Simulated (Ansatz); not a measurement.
# ScAlSe3 (model cell, started as cubic perovskite with Al in the octahedra): phonons and vibrational spectra

The cell of ScAlSe3 (model cell, started as cubic perovskite with Al in the octahedra) is at rest. What are its phonons? After the zone centre comes a 2×2×2 q mesh on a 8×8×8 k mesh.

Main program and level: Ansatz 0.2.0; DFT PBE, scalar-relativistic, plane waves, PAW; PAW set soft_1.

The structure was built from a prototype and need not be the compound's stable phase.

## Step 1: The structure

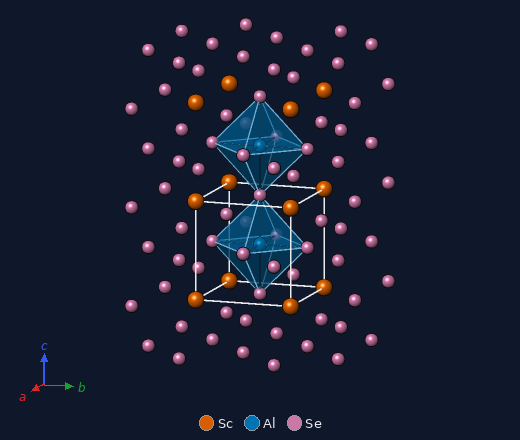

Start, viewed slightly off an axis; scandium orange, aluminium blue, selenium pink. 1×1×2 cells are drawn. Some periodic images of atoms are drawn too.

## Step 2: Zone-centre response

The cell comes from relaxations at this level that are not shown. The zone centre comes first: it holds the modes that light can see, as far as symmetry allows. No field response is asked, since the mesh shows no gap.

input.yaml

```yaml
crystal:
  lattice:
    - [4.8618479548, 0.0, 0.0]
    - [0.0, 4.8618479548, 0.0]
    - [0.0, 0.0, 4.8618479548]
  atoms:
    - { symbol: Sc, position: [0.0, 0.0, 0.0] }
    - { symbol: Al, position: [0.5, 0.5, 0.5] }
    - { symbol: Se, position: [0.5, 0.5, 0.0] }
    - { symbol: Se, position: [0.5, 0.0, 0.5] }
    - { symbol: Se, position: [0.0, 0.5, 0.5] }
kpoints:
  mp_grid: { grid: [8, 8, 8] }
hamiltonian:
  xc: pbe
  pseudopotentials: { kind: paw, azcp: { folder: soft_1 } }
scf:
  occupations: { method: methfessel_paxton, width: 0.2 }
output:
  eigenvalues: true
phonons:
  method: dfpt
```

Launch:

```console
> ansatz run input.yaml --threads 4 --pin off --max-ram 16384MiB --backend cpu --events-out ev --progress --plain --runs-dir out
```

Numbers of over 12 decimals in the logs are rounded to 6 here.

What it wrote:

```text
zone centre: on kpoints.mp_grid the ground state, and the responses unless they are solved on pairs of k-points, stand on 125 of the mesh's 512 k-points, reduced under 8 symmetry operations, with k and −k counted as one. Each operation leaves every solved displacement unchanged or reverses it
Engine: ansatz 0.2.0, aarch64-unknown-linux-gnu
Pseudopotentials: kind: paw
Pseudopotential: Sc, paw, valence charge 11, recommended cutoff 420 eV (normal), soft_1/Sc.paw.azcp
Pseudopotential: Al, paw, valence charge 3, recommended cutoff 420 eV (normal), soft_1/Al.paw.azcp
Pseudopotential: Se, paw, valence charge 16, recommended cutoff 420 eV (normal), soft_1/Se.paw.azcp
Functional definition: PBE
  parameter kappa = 0.804
  parameter beta = 0.066725
  exchange = pbe_x(kappa = kappa, mu = beta*pi^2/3)
  correlation = pbe_c(beta = beta)
Crystal: 5 atoms, lattice volume = 114.922 Å³
Basis set: ecut = 420 eV, 2301 PW (Γ), exchange–correlation on 72×72×72 points (8 copies of the dense FFT grid, shifted against one another)
Bands: 38, of which v1, the nominal top of the filled ones, is band 31 counted from 1 (30 counted from 0)
Symmetry: 48 space group operations
k-points: 125 of 512 (irreducible under 8 space group operations)
Non-local potential: Sc, projectors of the file, l = 0: 3, l = 1: 2, l = 2: 3, l = 3: 1
Non-local potential: Al, projectors of the file, l = 0: 2, l = 1: 2, l = 2: 1
Non-local potential: Se, projectors of the file, l = 0: 2, l = 1: 2, l = 2: 3, l = 3: 1
PAW form: soft (Blöchl's): semilocal exchange-correlation on the pseudo side does not see the compensation charge
PAW one-centre angular grid: Sc, 590 points (default); XC on 64 Gauss nodes
PAW one-centre angular grid: Al, 110 points (default); XC on 64 Gauss nodes
PAW one-centre angular grid: Se, 590 points (default); XC on 64 Gauss nodes
Initial density: superposition of atomic densities (chi_scale 0.1, normalization cell, long waves kept (reshape's long-wave potential 0.01 eV rms))
Initial wavefunctions: pseudopotential atomic-orbital guess
Functional: x = pbe(κ = 0.804, μ = 0.219515), c = pbe(β = 0.066725)
SCF iter   1: F=—  HF=-19084.208979 eV  |F-HF|=—  |Δ(HF+E_count)|=         —  Δρ=1.04e-1  dr2=2.56e1  ethr=3.10e-3  ⟨swp⟩=5.9  Hψ=17932  notcnv=0
preconditioner: auto → Kerker (q_TF=auto, 2.462 Å⁻¹)  [metal: Δε(μ)=0.011 eV  Ē_g=6.182 eV  σ=0.200 eV  W_gap=0.05  n_scr=26 (ndim 8)  ℏωp=17.0 eV  f_vac=0.000  D(μ)=10.84/eV (n_scr^D=146)]
SCF iter   2: F=—  HF=-19083.290779 eV  |F-HF|=—  |Δ(HF+E_count)|=   9.18e-1  S|Δr|=    0.00e0  Δρ=4.88e-2  dr2=5.85e0  ethr=3.10e-3  ⟨swp⟩=2.0  Hψ=6460  notcnv=0  defer=9
SCF iter   3: F=—  HF=-19082.962226 eV  |F-HF|=—  |Δ(HF+E_count)|=   3.29e-1  S|Δr|=    0.00e0  Δρ=1.59e-2  dr2=6.79e-1  ethr=3.10e-3  ⟨swp⟩=2.0  Hψ=5338  notcnv=0  defer=9
SCF iter   4: F=—  HF=-19082.923976 eV  |F-HF|=—  |Δ(HF+E_count)|=   3.82e-2  S|Δr|=    0.00e0  Δρ=5.82e-3  dr2=9.09e-2  ethr=1.10e-3  ⟨swp⟩=2.0  Hψ=5407  notcnv=0  defer=6
SCF iter   5: F=—  HF=-19082.918510 eV  |F-HF|=—  |Δ(HF+E_count)|=   5.47e-3  S|Δr|=    0.00e0  Δρ=1.86e-3  dr2=9.40e-3  ethr=1.47e-4  ⟨swp⟩=1.0  Hψ=4797  notcnv=0  defer=6
SCF iter   6: F=—  HF=-19082.917954 eV  |F-HF|=—  |Δ(HF+E_count)|=   5.55e-4  S|Δr|=    0.00e0  Δρ=1.07e-3  dr2=3.38e-3  ethr=1.52e-5  ⟨swp⟩=2.0  Hψ=8457  notcnv=0  defer=6
SCF iter   7: F=—  HF=-19082.917625 eV  |F-HF|=—  |Δ(HF+E_count)|=   3.29e-4  S|Δr|=    0.00e0  Δρ=6.27e-4  dr2=1.13e-3  ethr=5.45e-6  ⟨swp⟩=1.0  Hψ=4738  notcnv=0  defer=6
SCF iter   8: F=—  HF=-19082.917505 eV  |F-HF|=—  |Δ(HF+E_count)|=   1.20e-4  S|Δr|=    0.00e0  Δρ=1.63e-4  dr2=7.46e-5  ethr=1.83e-6  ⟨swp⟩=1.0  Hψ=4738  notcnv=0  defer=6
SCF iter   9: F=—  HF=-19082.917498 eV  |F-HF|=—  |Δ(HF+E_count)|=   6.93e-6  S|Δr|=    0.00e0  Δρ=4.48e-5  dr2=4.55e-6  ethr=1.20e-7  ⟨swp⟩=1.1  Hψ=4758  notcnv=0  defer=6
SCF iter  10: F=—  HF=-19082.917499 eV  |F-HF|=—  |Δ(HF+E_count)|=   2.63e-7  S|Δr|=    0.00e0  Δρ=5.24e-6  dr2=3.14e-8  ethr=7.34e-9  ⟨swp⟩=1.0  Hψ=4753  notcnv=0  defer=6
SCF iter  11: F=—  HF=-19082.917499 eV  |F-HF|=—  |Δ(HF+E_count)|=   1.95e-8  S|Δr|=    0.00e0  Δρ=1.49e-6  dr2=5.94e-9  ethr=5.07e-11  ⟨swp⟩=2.0  Hψ=8730  notcnv=0  defer=6
SCF iter  12: F=—  HF=-19082.917499 eV  |F-HF|=—  |Δ(HF+E_count)|=  4.40e-10  S|Δr|=    0.00e0  Δρ=4.15e-7  dr2=4.17e-10  ethr=9.58e-12  ⟨swp⟩=2.0  Hψ=5606  notcnv=0  defer=6
SCF iter  13: F=—  HF=-19082.917499 eV  |F-HF|=—  |Δ(HF+E_count)|=  1.35e-10  S|Δr|=    0.00e0  Δρ=1.16e-7  dr2=4.01e-11  ethr=1.00e-12  ⟨swp⟩=2.0  Hψ=5729  notcnv=0  defer=6
SCF iter  14: F=-19082.917499 eV  HF=-19082.917499 eV  |F-HF|=1.46e-11  |Δ(HF+E_count)|=  7.28e-12  S|Δr|=    0.00e0  Δρ=2.89e-8  dr2=1.84e-12  ethr=1.00e-12  ⟨swp⟩=5.4  Hψ=18652  notcnv=0
SCF 1 converged in 14 iterations: F = -19082.917499 eV  dr2 = 1.84e-12
  greatest PAW one-centre occupation: 1.000 electrons in one spin orbital (limit 2), on the Se atom at site 4 (counted from 0), in its partial waves of l = 2
DFPT response loops at Γ: preconditioner auto → Kerker (q_TF=auto, 2.462 Å⁻¹) (partly filled bands, converged f_vac=0.000); β = 1.00, the filter's whole step (`scf.mixing.beta` (0.50) is not read by the response loops under this deck's `scf.mixing.preconditioner`; to damp them name `kerker` or `kerker_dos`, under which they read `scf.mixing.beta`, and type it under 1.00, their step now; both keys bind the ground state too); Broyden in place of MSR1
SCF converged after 14 iterations
Stability not checked: this state was not tested for a lower state beside it, because cold or Methfessel-Paxton smearing, or corrected tetrahedra, fill the levels in a way that the test cannot read (fill_not_monotonic; see scf.lower_state_search)
Free energy (F): -19082.917499 eV
Harris-Foulkes:  -19082.917499 eV  (|F-HF|=1.46e-11)
Internal energy: -19082.923068 eV  (E = F + TS)
E sigma→0 (E₀):  -19082.918891 eV
Entropy (-TS):   0.005570 eV (1.114 meV/atom)
Fermi energy:    8.373645 eV
--- Per-component energies (eV) ---
  E_band       = -1315.801093
  E_kinetic    = 561.970837
  E_local      = -8932.746814  (includes V_loc(G=0)·N_el)
  E_nonlocal   = -911.038951
  E_hartree    = 4556.588699
  E_xc         = -379.349025
  E_vxc        = -406.501722  (∫ρ·V_xc dr)
  E_paw        = -7849.946161  (= ΣΔE_a)
  E_vpaw       = -740.660884  (= ΣTr[D̂ρ^β])
  E_aug_tail   = -0.001027  (compensation charges beyond the density's cutoff)
  E_ewald      = -6128.400626
  E_smearing   = 0.005570  (= −TS)
  E_closure    = -0.000000  (closes the sum)
  Σ components = -19082.917499   (vs F -19082.917499, Δ=0.00e0)
--- Band table (eV; the first three rows and the last of 125) ---
  k-point 0: bands = [... 27 lower, 7.1569, 7.1569, 7.6031, 7.6031, 7.6031, 8.5239, 8.5239, 8.6647, ... 3 higher]
  k-point 1: bands = [... 27 lower, 6.9466, 6.9671, 7.4922, 7.4949, 7.4949, 8.5862, 8.6778, 8.8199, ... 3 higher]
  k-point 2: bands = [... 27 lower, 6.4948, 6.4948, 7.3064, 7.3064, 8.2623, 8.7102, 8.7439, 9.2757, ... 3 higher]
  k-point 124: bands = [... 27 lower, 7.0896, 8.8015, 8.8476, 8.8476, 8.8476, 8.9055, 8.9055, 8.9055, ... 3 higher]
--- Phonons (Γ-DFPT): 4 representative perturbations + reference, on 125 of 512 k-points (Σ response iterations 12) ---
  k mesh reduced under 8 symmetry operations, with k and −k counted as one. Each operation leaves every solved displacement unchanged or reverses it
  ASR residual: 1.890e-5 → 0.000e0 eV/Å²; symmetrization residual: 4.536e-6 eV/Å²
  ASR residual per site (eV/Å²): 3.50e-6 1.88e-5 1.89e-5 1.89e-5 1.89e-5
  Γ frequencies (cm⁻¹): -187.02 -187.02 -187.02 -119.57 -119.57 -119.57 0.00 0.00 0.00 58.78 58.78 58.78 335.25 335.25 335.25
  non-analytic LO–TO correction: not included (Born effective charges unavailable; polar crystals: no LO–TO splitting at Γ)
```

It took 66 s on 4 threads of Arm Neoverse V2, shared host; peak memory 2 GiB; 4.2 min of CPU time.

Numbers from this step:

```
volume per atom                                         : 22.98 Å³
gap on the k-mesh                                       : 0 eV
sum-rule residual before enforcement                    : 1.89e-5 eV/Å²
point group                                             : m-3m
highest optical mode at the zone centre (no LO-TO term) : 335.2 cm⁻¹
lowest optical zone-centre mode                         : -187.0 cm⁻¹
```

Patterns of degenerate modes are one choice out of their space. The modes at Γ (shares of kinetic energy by element, %) (negative means imaginary):

```csv
mode,frequency (cm⁻¹),symmetry,Sc %,Al %,Se %
1,-187.0,T1u,76,0,23
2,-187.0,T1u,76,0,23
3,-187.0,T1u,76,0,23
4,-119.6,T2u,0,0,100
5,-119.6,T2u,0,0,100
6,-119.6,T2u,0,0,100
7,0.0,acoustic,15,9,77
8,0.0,acoustic,15,9,77
9,0.0,acoustic,15,9,77
10,58.8,T1u,9,31,59
11,58.8,T1u,9,31,59
12,58.8,T1u,9,31,59
13,335.2,T1u,0,60,40
14,335.2,T1u,0,60,40
15,335.2,T1u,0,60,40
```

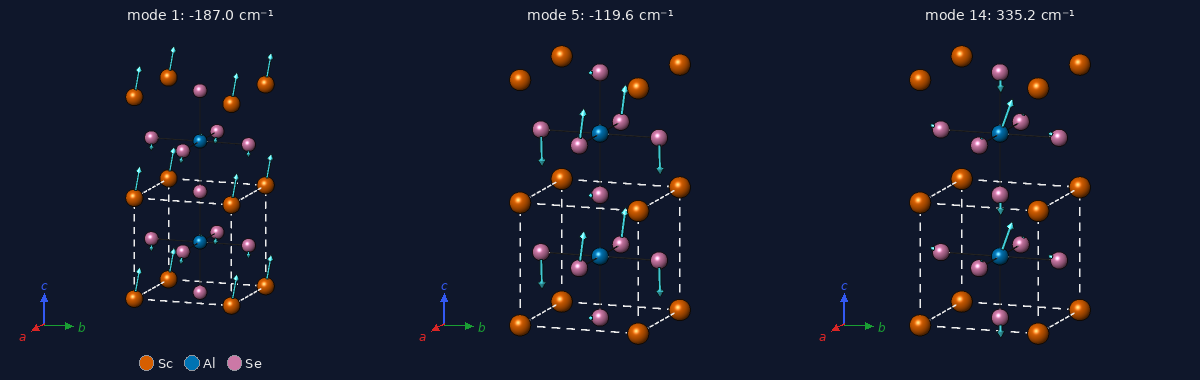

Displacement patterns of modes 1, 5 and 14 at Γ; arrows are exaggerated. 1×1×2 cells are drawn. Some periodic images of atoms are drawn too.

Before it was imposed, the acoustic sum rule was missed by 1.9e-5 eV/Å². Small misses are needed for a sound result but don't prove that mesh and cutoff are converged. The lowest optical mode is imaginary, 187.0i cm⁻¹, so the energy falls along it.

## Step 3: Phonons on a q mesh

Stability and thermal properties need the whole zone. Linear response on a 2×2×2 q mesh gives force constants as far as a supercell of that size would.

Edit input.yaml of step 2 so:

```diff
@@ -22 +22,8 @@
   method: dfpt
+  qmesh: [2, 2, 2]
+  temperatures: { t_max: 1000, t_step: 50 }
+  qpath:
+    path:
+      - [[0.0, 0.0, 0.0], [0.0, 0.5, 0.0], [0.5, 0.5, 0.0], [0.0, 0.0, 0.0], [0.5, 0.5, 0.5], [0.0, 0.5, 0.0]]
+      - [[0.5, 0.5, 0.5], [0.5, 0.5, 0.0]]
+    npoints: 10
```

What it wrote:

```text
[...]
Crystal: 5 atoms, lattice volume = 114.922 Å³
Basis set: ecut = 420 eV, 2301 PW (Γ), exchange–correlation on 72×72×72 points (8 copies of the dense FFT grid, shifted against one another)
Bands: 38, of which v1, the nominal top of the filled ones, is band 31 counted from 1 (30 counted from 0)
Symmetry: 48 space group operations
k-points: 35 of 512
[...]
SCF iter   1: F=—  HF=-19084.208997 eV  |F-HF|=—  |Δ(HF+E_count)|=         —  Δρ=1.04e-1  dr2=2.56e1  ethr=3.10e-3  ⟨swp⟩=5.8  Hψ=4987  notcnv=0
[...]
SCF iter  14: F=-19082.917499 eV  HF=-19082.917499 eV  |F-HF|=0.00e0  |Δ(HF+E_count)|=    0.00e0  S|Δr|=    0.00e0  Δρ=2.90e-8  dr2=1.85e-12  ethr=1.00e-12  ⟨swp⟩=5.5  Hψ=5243  notcnv=0
SCF 1 converged in 14 iterations: F = -19082.917499 eV  dr2 = 1.85e-12
[...]
iter 1 solved again at ethr=8.25e-8 eV; its pass at ethr=3.10e-3 eV (dr2=5.12e-5 eV) is discarded
SCF iter   1: F=—  HF=-19082.917499 eV  |F-HF|=—  |Δ(HF+E_count)|=         —  Δρ=2.59e-7  dr2=1.13e-10  ethr=8.25e-8  ⟨swp⟩=3.0  Hψ=8158  notcnv=0
eigensolver tolerance schedule: the retry pair's looser diagonalisation over-reported the residual by 453720.26 of it (diagonalisation noise at an unbounded share of the residual, at the tolerance the schedule requests for it); recorded, not acted on — ethr = c·dr2/N_el stays at c = 1.0e-1
[...]
SCF iter   2: F=—  HF=-19082.917499 eV  |F-HF|=—  |Δ(HF+E_count)|=   1.08e-7  S|Δr|=    0.00e0  Δρ=1.63e-7  dr2=2.52e-11  ethr=1.00e-12  ⟨swp⟩=3.7  Hψ=3397  notcnv=0
[...]
SCF iter   4: F=-19082.917499 eV  HF=-19082.917499 eV  |F-HF|=3.64e-12  |Δ(HF+E_count)|=  2.18e-11  S|Δr|=    0.00e0  Δρ=4.09e-8  dr2=2.14e-12  ethr=1.00e-12  ⟨swp⟩=3.0  Hψ=3403  notcnv=0
SCF 2 converged in 4 iterations: F = -19082.917499 eV  dr2 = 2.14e-12
[...]
phonons: the bands overlap, so this run is a metal and interpolates without the dipole-dipole term. If the crystal is really an insulator or semiconductor, its LO-TO splitting is missing
NSCF: frozen V_eff on 35 k-points
[...]
DFPT response loops at q = (0, 0, 0) (fractional): preconditioner auto → Kerker (q_TF=auto, 2.462 Å⁻¹) (partly filled bands, converged f_vac=0.000); β = 1.00, the filter's whole step (`scf.mixing.beta` (0.50) is not read by the response loops under this deck's `scf.mixing.preconditioner`; to damp them name `kerker` or `kerker_dos`, under which they read `scf.mixing.beta`, and type it under 1.00, their step now; both keys bind the ground state too); Broyden in place of MSR1
[...]
SCF converged after 14 iterations
[...]
Free energy (F): -19082.917499 eV
[...]
Internal energy: -19082.923068 eV  (E = F + TS)
E sigma→0 (E₀):  -19082.918891 eV
Entropy (-TS):   0.005570 eV (1.114 meV/atom)
Fermi energy:    8.373645 eV
[...]
--- Band table (eV; the first three rows and the last of 35) ---
  k-point 0: bands = [... 27 lower, 7.1569, 7.1569, 7.6031, 7.6031, 7.6031, 8.5239, 8.5239, 8.6647, ... 3 higher]
  k-point 1: bands = [... 27 lower, 6.9466, 6.9671, 7.4922, 7.4949, 7.4949, 8.5862, 8.6778, 8.8199, ... 3 higher]
  k-point 2: bands = [... 27 lower, 6.4948, 6.4948, 7.3064, 7.3064, 8.2623, 8.7102, 8.7439, 9.2757, ... 3 higher]
  k-point 34: bands = [... 27 lower, 7.0896, 8.8015, 8.8476, 8.8476, 8.8476, 8.9055, 8.9055, 8.9055, ... 3 higher]
--- Phonons (Γ-DFPT): 4 representative perturbations + reference (Σ response iterations 12) ---
  ASR residual: 2.177e-5 → 0.000e0 eV/Å²; symmetrization residual: 4.348e-6 eV/Å²
  ASR residual per site (eV/Å²): 5.68e-6 1.94e-5 2.18e-5 2.18e-5 2.18e-5
[...]
--- Phonons (arbitrary-q DFPT): 4 irreducible q on the 2×2×2 mesh ---
  q = [0.0000, 0.0000, 0.0000] (star 1, of the zone-centre solve; hermiticity 6.64e-7, symmetrization 2.57e-12): -187.02 -187.02 -187.02 -119.57 -119.57 -119.57 0.00 0.00 0.00 58.78 58.78 58.78 335.25 335.25 335.25
  q = [0.0000, 0.0000, -0.5000] (star 3, 9 solved perturbations in 975 linear systems a pass and spin channel, the states on 125 of 512 k-point pairs; hermiticity 3.40e-7, symmetrization 3.71e-12): -169.07 -169.07 -112.68 -90.14 -90.14 -38.90 -28.93 11.16 11.16 82.14 82.14 217.60 311.66 333.96 333.96
[...]
sum rule: each row above includes the acoustic sum rule's correction from the zone centre's row sums; it moved no ω² by more than (0.44 cm⁻¹)²
  mesh force constants: q→R imaginary residual 8.00e-18; ASR residual 2.177e-5 → 0.000e0 eV/Å²; symmetrization residual 8.882e-15 eV/Å²
  interpolated dispersion: 62 rows × 15 modes
  density of states and harmonic sums: on the 14×14×14 q-mesh, interpolated from the force constants of a 2×2×2 supercell (no non-analytic term)
  largest difference from the sums on the solved wave vectors: F 2.37e-2 eV, S 7.19e-5 and C_V 4.80e-5 eV/K
  zero-point energy: 0.100734 eV/cell   skipped modes (ω ≤ 0): 744, of them read as no rigid motion or as one in doubt: 741 (6.191e0 modes/cell left out, lowest -187.02 cm⁻¹)   left out of the sums: 4.13e-1 of the cell's modes: C_V's classical limit lies that fraction below 3 k_B per atom; for a crystal, a wire or a layer, F and S can be off by more, and a phonons.interpolated_qmesh denser along its periods is the remedy for the sampling
```

The job ended after 5 min (4 threads; peak memory 1.7 GiB).

This step gave:

* sum-rule residual before enforcement: 2.18e-5 eV/Å²
* lowest frequency on the path: -187.0 cm⁻¹
* highest frequency on the path or at a solved wavevector: 337 cm⁻¹
* lowest mode on the q mesh (acoustic modes at Γ apart): -187.0 cm⁻¹

Frequencies (cm⁻¹) solved at each irreducible wavevector; negative means imaginary. Frequencies by wavevector, by row:

```csv
q in reciprocal lattice units,star,mode 1,mode 2,mode 3,mode 4,mode 13,mode 14,mode 15
0 0 0,1,-187,-187,-187,-119.6,335.2,335.2,335.2
0 0 -0.5,3,-169.1,-169.1,-112.7,-90.1,311.7,334,334
0 -0.5 -0.5,3,-175.1,-175.1,-153.3,-88.4,323.5,323.5,332.4
-0.5 -0.5 -0.5,1,-183.2,-183.2,-183.2,-175.2,337,337,337
```

Interpolated from a 2×2×2 q mesh. Phonon branches along the path, in cm⁻¹:

```csv
point,branch 1,branch 2,branch 3,branch 4,branch 12,branch 13,branch 14,branch 15
Γ,-187,-187,-187,-120,59,335,335,335
X,-169,-169,-113,-90,218,312,334,334
M,-175,-175,-153,-88,248,324,324,332
Γ,-187,-187,-187,-120,59,335,335,335
R,-183,-183,-183,-175,268,337,337,337
X,-169,-169,-113,-90,218,312,334,334
jump to R,-183,-183,-183,-175,268,337,337,337
M,-175,-175,-153,-88,248,324,324,332
```

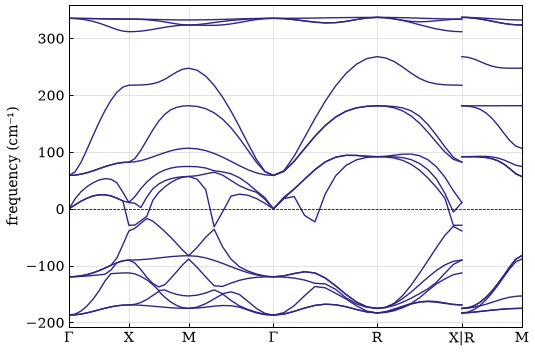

Phonon branches along the path.

The phonon density of states has structure finer than the step of the table below, so its rows give means over 50 cm⁻¹, whole bins alone (the curve runs from -188 to 338 cm⁻¹). Peaks (cm⁻¹: height): -172.5: 0.149, 92.5: 0.0671, 332.5: 0.251.

Tetrahedra on a 14×14×14 mesh, mean over bins of 5 cm-1. Interpolated from a 2×2×2 q mesh. The phonon density of states by wavenumber; means over each step:

```csv
wavenumber (cm⁻¹),phonon density of states (1/cm⁻¹/cell)
-150,0.0718
-100,0.0344
-50,0.00510
0,0.0106
50,0.0328
100,0.0361
150,0.0201
200,0.0138
250,0.00659
300,0.0138
```

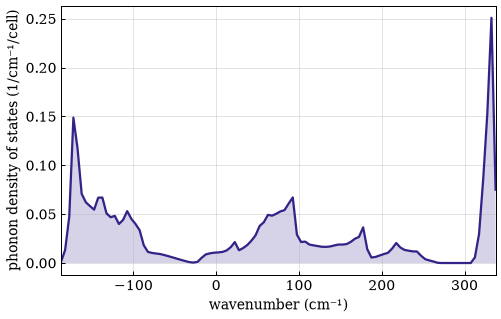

Phonon density of states against wavenumber.

The partial phonon density of states has structure finer than the step of the table below, so its rows give means over 50 cm⁻¹, whole bins alone (the curve runs from -197 to 357 cm⁻¹). Peaks (cm⁻¹: height): Al 332.7: 0.133; Sc -169.1: 0.0750, 67.8: 0.0118; Se -169.1: 0.0464, -102.9: 0.0474, 22.5: 0.0191, 88.7: 0.044, 134.0: 0.0188, 175.9: 0.0285, 332.7: 0.0544.

Phonopy on the run's constants, 11x11x11 mesh, Gaussian sigma 4.0 cm-1. Interpolated from a 2×2×2 q mesh. The partial phonon density of states by wavenumber; means over each step; values in 1/cm⁻¹/cell:

```csv
wavenumber (cm⁻¹),Al,Sc,Se
-150,1.6e-4,0.0323,0.0381
-100,2.4e-5,0.00489,0.0298
-50,6.0e-6,0.00174,0.00332
0,6.6e-5,0.00177,0.00823
50,8.6e-4,0.00757,0.0246
100,0.00610,0.00457,0.0247
150,0.00446,3.4e-4,0.0161
200,0.00162,3.5e-5,0.0120
250,7.1e-4,5.5e-6,0.00597
300,0.0126,4.0e-5,0.00165
```

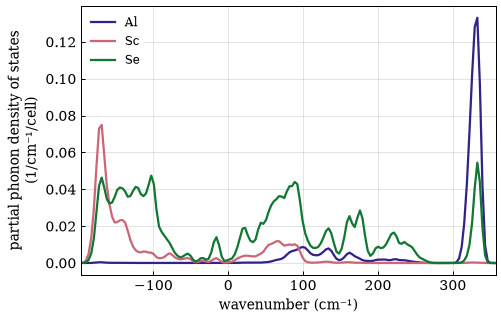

Partial phonon density of states, plotted against wavenumber.

Symmetry leaves 4 wavevectors to solve. The lowest mode among them, the acoustic zeros apart, lies at Γ and is imaginary, 187.0i cm⁻¹, so the energy falls along it.

## Step 4: What came out

| Quantity | Value |
| --- | --- |
| space group (within 0.01 Å) | Pm-3m |
| volume per atom | 23.0 Å³ |
| electronic character | no gap on this mesh |
| highest optical mode at the zone centre (no LO-TO term) | 335 cm⁻¹ |
| lowest optical zone-centre mode | -187 cm⁻¹ |
| lowest mode on the q mesh (acoustic modes at Γ apart) | -187 cm⁻¹ |
| highest frequency on the path or at a solved wavevector | 337 cm⁻¹ |
| imaginary modes on the 2×2×2 q mesh | yes |

What this shows: Modes are clearly imaginary (beyond 10i cm⁻¹) at 4 of the 4 irreducible wavevectors, most at Γ (187.0i cm⁻¹), so this structure is not a minimum of the energy. The optical modes at Γ span -187 to 335 cm⁻¹ (negative means imaginary). With no gap, or one that is small against the smearing, the frequencies hang on the k mesh and the smearing, most of all near Kohn anomalies. The starting cell was built on a prototype and not taken from a measurement, so the phase need not exist. These are harmonic frequencies at zero temperature: anharmonic shifts, linewidths and thermal expansion are left out.

[Logs are printed without paths, hosts, clocks, repeated set-up lines and the standing remarks that a program may print on its own settings, such as how far it seeks lower states.]

[Hosts, paths, dates, database ids (printed as entryN), source tags and the programs' standing remarks are cut or masked in the printed files.]
